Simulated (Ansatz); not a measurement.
**Na2CaMgP2O8 (P-3m1): how G0W0 depends on its starting point**

Aim: G0W0 for Na2CaMgP2O8 (P-3m1) on several starting functionals, at one mesh, band count and screening cutoff.

Calculated with Ansatz 0.2.0; G0W0 on several functionals, plane waves, PAW.

## 1. Set-up

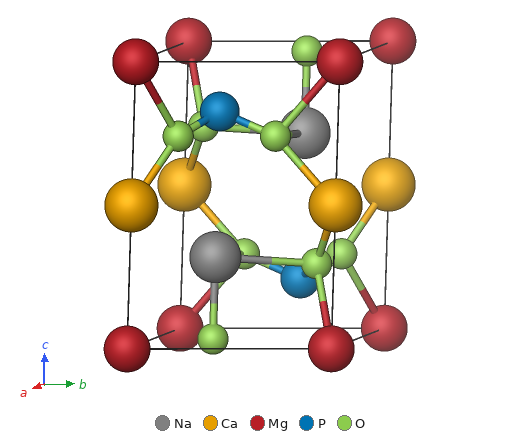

The starting structure, seen slightly off an axis (sodium grey, calcium orange, magnesium red, phosphorus blue, oxygen green). Bonds to atoms that aren't drawn are left out. Some periodic images of atoms are drawn too.

Structure file:

```cif
data_structure
_symmetry_space_group_name_H-M 'P-3m1'
_symmetry_Int_Tables_number 164
_cell_length_a 5.3090
_cell_length_b 5.3090
_cell_length_c 7.2370
_cell_angle_alpha 90.000
_cell_angle_beta 90.000
_cell_angle_gamma 120.000
_cell_volume 176.65
loop_
_atom_site_label
_atom_site_type_symbol
_atom_site_symmetry_multiplicity
_atom_site_Wyckoff_symbol
_atom_site_fract_x
_atom_site_fract_y
_atom_site_fract_z
_atom_site_occupancy
Na1 Na 2 d 0.33333 0.66667 0.70430 1
Ca1 Ca 1 b 0.00000 0.00000 0.50000 1
Mg1 Mg 1 a 0.00000 0.00000 0.00000 1
P1 P 2 d 0.33333 0.66667 0.19708 1
O1 O 2 d 0.33333 0.66667 0.98933 1
O2 O 6 i 0.17440 0.82560 0.27166 1
```

Geometry: measured cell, ions relaxed with LDA. The runs that relaxed it are not among those shown. The default PAW set here is soft_2. Its files were made with PBE.

## 2. G0W0 on LDA

Now the one-shot GW correction: screening in the RPA, then the self-energy of the levels asked for.

This step: G0W0 on LDA, plane waves, PAW.

Input file input.yaml:

```yaml
crystal:
  lattice:
    - [5.309, 0.0, 0.0]
    - [-2.6545, 4.5977288687, 0.0]
    - [0.0, 0.0, 7.237]
  atoms:
    - { symbol: Na, position: [0.3333333333, 0.6666666667, 0.7042996018] }
    - { symbol: Na, position: [0.6666666667, 0.3333333333, 0.2957003982] }
    - { symbol: Ca, position: [0.0, 0.0, 0.5] }
    - { symbol: Mg, position: [0.0, 0.0, 0.0] }
    - { symbol: P, position: [0.3333333333, 0.6666666667, 0.1970762484] }
    - { symbol: P, position: [0.6666666667, 0.3333333333, 0.8029237516] }
    - { symbol: O, position: [0.3333333333, 0.6666666667, -0.0106699007] }
    - { symbol: O, position: [0.6666666667, 0.3333333333, 1.0106699007] }
    - { symbol: O, position: [0.174395379, 0.825604621, 0.271664958] }
    - { symbol: O, position: [0.174395379, 0.3487907579, 0.271664958] }
    - { symbol: O, position: [0.6512092421, 0.825604621, 0.271664958] }
    - { symbol: O, position: [0.825604621, 0.174395379, 0.728335042] }
    - { symbol: O, position: [0.3487907579, 0.174395379, 0.728335042] }
    - { symbol: O, position: [0.825604621, 0.6512092421, 0.728335042] }
kpoints:
  mp_grid: { grid: [6, 6, 2] }
hamiltonian:
  xc: lda
scf:
  occupations: { method: fixed }
gw:
  n_empty_bands: 377
  ecut_chi: 96
  qp_bands: [v4, c4]
  qp_kpoints: band_edges
  screening: { model: contour_deformation }
```

The run is started by

```sh
$ ansatz run input.yaml --threads 3 --pin off --max-ram 92160MiB --backend cuda --events-out ev --progress --plain --runs-dir out --devices 1 --max-vram 13GiB  # rebuilt from the run's record
```

Numbers of over 12 decimals in the logs are rounded to 6 here.

What it wrote:

```text
GPUs: using 1 of 1 available (devices: 1).
Engine: ansatz 0.2.0, x86_64-unknown-linux-gnu
Pseudopotentials: kind: paw
Pseudopotential: Na, paw, valence charge 9, recommended cutoff 420 eV (normal), Na.paw.azcp
Pseudopotential: Ca, paw, valence charge 10, recommended cutoff 420 eV (normal), Ca.paw.azcp
Pseudopotential: Mg, paw, valence charge 10, recommended cutoff 420 eV (normal), Mg.paw.azcp
Pseudopotential: P, paw, valence charge 5, recommended cutoff 420 eV (normal), P.paw.azcp
Pseudopotential: O, paw, valence charge 6, recommended cutoff 420 eV (normal), O.paw.azcp
Functional definition: SPW92
  exchange = slater_x
  correlation = pw_c
device memory: the entry about to start is reckoned to put 3.2 GiB on a device that reports 46.9 GiB free (of which the cap on the GPU budget leaves the run 13.0 GiB)
GPU FFT provider: cuFFT
GPU libraries: cuBLAS 13.8.2, cuFFT 12.4.0, cuSOLVER 12.3.4
Crystal: 14 atoms, lattice volume = 176.650 Å³
Basis set: ecut = 420 eV, 3439 PW (Γ)
Bands: 62, of which v1, the nominal top of the filled ones, is band 48 counted from 1 (47 counted from 0)
Symmetry: 12 space group operations
Space group: P-3m1 (ITA 164), of the structure as read, at distance tolerance 5.6e-5 Å
k-points: 14 of 72
Non-local potential: Na, projectors of the file, l = 0: 3, l = 1: 2, l = 2: 1
Non-local potential: Ca, projectors of the file, l = 0: 3, l = 1: 2, l = 2: 2
Non-local potential: Mg, projectors of the file, l = 0: 3, l = 1: 2, l = 2: 1
Non-local potential: P, projectors of the file, l = 0: 2, l = 1: 2, l = 2: 2
Non-local potential: O, projectors of the file, l = 0: 2, l = 1: 2, l = 2: 1
PAW form: soft (Blöchl's): semilocal exchange-correlation on the pseudo side does not see the compensation charge
PAW frozen core: Na, regenerated for the run's functional, and the local potential with it (the file was generated under x = pbe(κ = 0.804, μ = 0.219515), c = pbe(β = 0.066725))
PAW frozen core: Ca, regenerated for the run's functional, and the local potential with it (the file was generated under x = pbe(κ = 0.804, μ = 0.219515), c = pbe(β = 0.066725))
PAW frozen core: Mg, regenerated for the run's functional, and the local potential with it (the file was generated under x = pbe(κ = 0.804, μ = 0.219515), c = pbe(β = 0.066725))
PAW frozen core: P, regenerated for the run's functional, and the local potential with it (the file was generated under x = pbe(κ = 0.804, μ = 0.219515), c = pbe(β = 0.066725))
PAW frozen core: O, regenerated for the run's functional, and the local potential with it (the file was generated under x = pbe(κ = 0.804, μ = 0.219515), c = pbe(β = 0.066725))
PAW one-centre angular grid: Na, 110 points (default); XC on 64 Gauss nodes
PAW one-centre angular grid: Ca, 110 points (default); XC on 64 Gauss nodes
PAW one-centre angular grid: Mg, 110 points (default); XC on 64 Gauss nodes
PAW one-centre angular grid: P, 110 points (default); XC on 64 Gauss nodes
PAW one-centre angular grid: O, 110 points (default); XC on 64 Gauss nodes
Initial density: superposition of atomic densities (neutral atoms: chi_scale 0, normalization atom), corrected by the library's trained network
Initial wavefunctions: pseudopotential atomic-orbital guess
GPU buffer pool allocated for 64800 grid points (all kernels)
GPU transforms: local potential and band sums: pruned to the plane-wave sphere, on 36×36×50
Functional: x = slater, c = lda
SCF iter   1: F=—  HF=-12515.358380 eV  |F-HF|=—  |Δ(HF+E_count)|=         —  Δρ=1.40e-2  dr2=3.00e-1  ethr=1.77e-3  ⟨swp⟩=5.3  Hψ=3428  notcnv=0  defer=166
preconditioner: auto → Resta (q_TF=auto, 2.465 Å⁻¹)  ε∞=3.1  [insulator: Δε(μ)=2.824 eV  Ē_g=17.445 eV  n_scr=40 (ndim 8)  ℏωp=25.3 eV  f_vac=0.067  ε∞_Penn≈3.1]
SCF iter   2: F=—  HF=-12515.270106 eV  |F-HF|=—  |Δ(HF+E_count)|=   8.83e-2  Δρ=3.89e-3  dr2=1.36e-2  ethr=3.13e-4  ⟨swp⟩=2.5  Hψ=1398  notcnv=0  defer=168
SCF iter   3: F=—  HF=-12515.265890 eV  |F-HF|=—  |Δ(HF+E_count)|=   4.22e-3  Δρ=1.67e-3  dr2=4.10e-3  ethr=1.42e-5  ⟨swp⟩=2.9  Hψ=1315  notcnv=0  defer=166
SCF iter   4: F=—  HF=-12515.264754 eV  |F-HF|=—  |Δ(HF+E_count)|=   1.14e-3  Δρ=2.97e-4  dr2=1.11e-4  ethr=4.27e-6  ⟨swp⟩=2.2  Hψ=1107  notcnv=0  defer=166
SCF iter   5: F=—  HF=-12515.264752 eV  |F-HF|=—  |Δ(HF+E_count)|=   2.31e-6  Δρ=9.92e-5  dr2=1.31e-5  ethr=1.16e-7  ⟨swp⟩=2.0  Hψ=1384  notcnv=0  defer=163
SCF iter   6: F=—  HF=-12515.264752 eV  |F-HF|=—  |Δ(HF+E_count)|=   4.45e-7  Δρ=6.03e-5  dr2=5.18e-6  ethr=1.36e-8  ⟨swp⟩=2.1  Hψ=1255  notcnv=0  defer=165
SCF iter   7: F=—  HF=-12515.264751 eV  |F-HF|=—  |Δ(HF+E_count)|=   8.63e-7  Δρ=1.14e-5  dr2=2.24e-7  ethr=5.40e-9  ⟨swp⟩=2.0  Hψ=1120  notcnv=0  defer=165
SCF iter   8: F=-12515.264751 eV  HF=-12515.264751 eV  |F-HF|=2.36e-9  |Δ(HF+E_count)|=   4.60e-9  Δρ=2.98e-6  dr2=1.73e-8  ethr=1.04e-10  ⟨swp⟩=19.5  Hψ=5915  notcnv=0
SCF 1 converged in 8 iterations: F = -12515.264751 eV  dr2 = 1.73e-8
  greatest PAW one-centre occupation: 1.000 electrons in one spin orbital (limit 2), on the Mg atom at site 3 (counted from 0), in its partial waves of l = 0
device memory: the entry about to start is reckoned to put 4.0 GiB (of the 4.1 GiB reckoned in all, the device holds 0.1 GiB already) on a device that reports 51.9 GiB free (of which the cap on the GPU budget leaves the run 12.9 GiB)
NSCF: frozen V_eff on 14 k-points
the band table was solved once the SCF had ended and its energy, with any forces and stress, was formed, with the checks that follow a solve (3631 applications of the Hamiltonian). They found nothing against the state; the energy, forces and stress were not computed again (output.eigenvalues in the input reference)
device memory: the entry about to start is reckoned to put 5.0 GiB on a device that reports 51.4 GiB free (of which the cap on the GPU budget leaves the run 13.0 GiB)
NSCF: frozen V_eff on 14 k-points
G₀W₀ screening: q 1/14
[... further progress lines ...]
SCF converged after 8 iterations
Free energy (F): -12515.264751 eV
Harris-Foulkes:  -12515.264751 eV  (|F-HF|=2.36e-9)
Internal energy: -12515.264751 eV  (E = F + TS)
E sigma→0 (E₀):  -12515.264751 eV
Fermi energy:    4.392538 eV
--- Per-component energies (eV) ---
  E_band       = -1038.421565
  E_kinetic    = 2165.160868
  E_local      = -7861.171653  (includes V_loc(G=0)·N_el)
  E_nonlocal   = 859.792587
  E_hartree    = 2737.824702
  E_xc         = -950.510079
  E_vxc        = -1184.715756  (∫ρ·V_xc dr)
  E_paw        = -3838.634163  (= ΣΔE_a)
  E_vpaw       = -493.153173  (= ΣTr[D̂ρ^β])
  E_aug_tail   = 0.020307  (compensation charges beyond the density's cutoff)
  E_ewald      = -5629.472820
  E_core_change = 1.725500  (= ΣΔE_core)
  E_smearing   = -0.000000  (= −TS)
  E_closure    = 0.000000  (closes the sum)
  Σ components = -12515.264751   (vs F -12515.264751, Δ=0.00e0)
--- Band table (eV; the first three rows and the last of 14) ---
  k-point 0: bands = [... 44 lower, 4.2921, 4.3519, 4.3538, 4.3538, 7.4214, 9.7488, 10.6869, 10.6869, ... 10 higher]
  k-point 1: bands = [... 44 lower, 4.3046, 4.3120, 4.3120, 4.3396, 8.4520, 8.7163, 10.5366, 10.5366, ... 10 higher]
  k-point 2: bands = [... 44 lower, 4.1192, 4.1751, 4.2325, 4.3925, 7.7578, 9.9234, 10.5137, 10.8332, ... 10 higher]
  k-point 13: bands = [... 44 lower, 4.0215, 4.0286, 4.0286, 4.1003, 9.7086, 10.1246, 10.1246, 10.8679, ... 10 higher]
--- G₀W₀: contour deformation, 6 samples at zero and on the imaginary axis and 2 off it, 72 q-points, 377 empty bands' worth ---
  eigenvalues of the whole cell's RPA ε∞ on this k-mesh (on a slab, of 1 + 4πα/V) = 2.7061, 2.7061, 2.7727; static W/v taken at q = 0 is 0.363299
  bands read: the sum over 425 bands ends inside a degenerate multiplet in 1 slot, whose members it reads at an even weight; the widest, k=12: bands 425 to 426 (counted from 1) at 1/2 each
  gw.qp_kpoints: band_edges: 14 of 14 stored k-points solved, in 1 pass; an edge of the gap read off the rows below is read off those points alone
    ik  band        ε_KS         Σx   Σc(E_QP)       V_xc       Z   E_QP_lin       E_QP  E_QP is
     0    45      4.2921   -26.4826     4.4790   -20.9529  0.7795     3.2281     3.2414  root
     0    46      4.3519   -26.5967     4.4822   -21.0765  0.7795     3.3010     3.3139  root
     0    47      4.3538   -26.0217     4.3711   -20.5776  0.7771     3.2655     3.2808  root
     0    48      4.3538   -26.0217     4.3711   -20.5776  0.7771     3.2655     3.2808  root
     0    49      7.4214    -6.1159    -3.3812   -10.7645  0.8552     8.7011     8.6888  root
     0    50      9.7488    -7.2970    -3.8650   -12.9512  0.8337    11.5739    11.5380  root
     0    51     10.6869    -7.1082    -4.5344   -14.0416  0.8316    13.1632    13.0859  root
     0    52     10.6869    -7.1082    -4.5344   -14.0416  0.8316    13.1632    13.0859  root
     1    45      4.3046   -26.5078     4.4787   -20.9802  0.7795     3.2425     3.2557  root
     1    46      4.3120   -25.9364     4.3633   -20.5082  0.7766     3.2321     3.2472  root
     1    47      4.3120   -25.9364     4.3633   -20.5082  0.7766     3.2321     3.2472  root
     1    48      4.3396   -26.5700     4.4823   -21.0472  0.7796     3.2861     3.2991  root
     1    49      8.4520    -7.4407    -3.5057   -12.3701  0.8409     9.8937     9.8757  root
     1    50      8.7163    -6.9186    -3.3242   -11.7439  0.8465    10.2372    10.2173  root
     1    51     10.5366    -6.5563    -4.4677   -13.3181  0.8358    12.8968    12.8306  root
     1    52     10.5366    -6.5563    -4.4677   -13.3181  0.8358    12.8968    12.8306  root
     2    45      4.1192   -26.1489     4.4356   -20.6463  0.7787     3.0378     3.0521  root
     2    46      4.1751   -26.2168     4.4371   -20.7128  0.7788     3.0940     3.1082  root
     2    47      4.2325   -25.7397     4.3519   -20.2982  0.7768     3.1268     3.1429  root
     2    48      4.3925   -26.2310     4.4112   -20.7617  0.7774     3.3200     3.3344  root
     2    49      7.7578    -6.4485    -3.3517   -11.1098  0.8518     9.0811     9.0674  root
     2    50      9.9234    -7.4484    -3.8392   -13.0619  0.8314    11.7343    11.6975  root
     2    51     10.5137    -6.7305    -4.3243   -13.2805  0.8354    12.8016    12.7394  root
     2    52     10.8332    -7.2498    -4.5851   -14.2745  0.8295    13.3561    13.2728  root
[...]
13    45      4.0215   -25.7578     4.4093   -20.2436  0.7759     2.8998     2.9166  root
    13    46      4.0286   -25.5433     4.3665   -20.0727  0.7760     2.9076     2.9246  root
    13    47      4.0286   -25.5433     4.3665   -20.0727  0.7760     2.9076     2.9246  root
    13    48      4.1003   -25.6350     4.4348   -20.0768  0.7741     2.9585     2.9770  root
    13    49      9.7086    -7.9073    -3.6803   -13.1972  0.8266    11.3481    11.3181  root
    13    50     10.1246    -6.1051    -3.7395   -11.5556  0.8425    11.8679    11.8356  root
    13    51     10.1246    -6.1051    -3.7395   -11.5556  0.8425    11.8679    11.8356  root
    13    52     10.8679    -6.7255    -4.4218   -13.3033  0.8317    13.0864    13.0240  root
```

The job ended after 56 s (1 × NVIDIA H100 80GB HBM3 (shared by 6 runs) with 3 threads of AMD EPYC 7R13 (Zen 3), shared host; peak memory 1.9 GiB; 91 s of CPU time).

This step gave:

| Property | Result |
| --- | --- |
| bands summed | 425 |
| RPA ε∞ on this mesh (eigenvalues) | 2.706, 2.706, 2.773 |
| plane waves in the screening matrix | 401 |
| q-points in the mesh | 72 |
| G0W0 gap on the mesh | 5.354 eV |
| k of the valence top | 0, 0.1667, 0 |
| k of the conduction bottom | 0, 0, 0 |
| starting gap on the mesh | 3.029 eV |
| Z at the valence top | 0.7774 |
| Z at the conduction bottom | 0.8552 |
| least direct G0W0 gap on the computed points | 5.375 eV |

The gap on the mesh goes from 3.03 eV to 5.35 eV, a correction of +2.33 eV. Between the two edge states, bare exchange in place of the xc potential would open the gap by 10.12 eV, and correlation takes back 7.79 eV.

[end of part 1 of 2]

[Paths, hosts, dates, memory and timing lines, banners, echoed tables and standing remarks are left out of the program output.]

[Logs are printed without paths, hosts, clocks, repeated set-up lines and the standing remarks that a program may print on its own settings, such as how far it seeks lower states.]

[Runs of the session that timed out or met a known fault of the program may be left out.]

[Cells called generated may have been cut or substituted from an entry of the Crystallography Open Database or the Materials Project.]

[Hosts, paths, dates, database ids (printed as entryN), source tags and the programs' standing remarks are cut or masked in the printed files.]
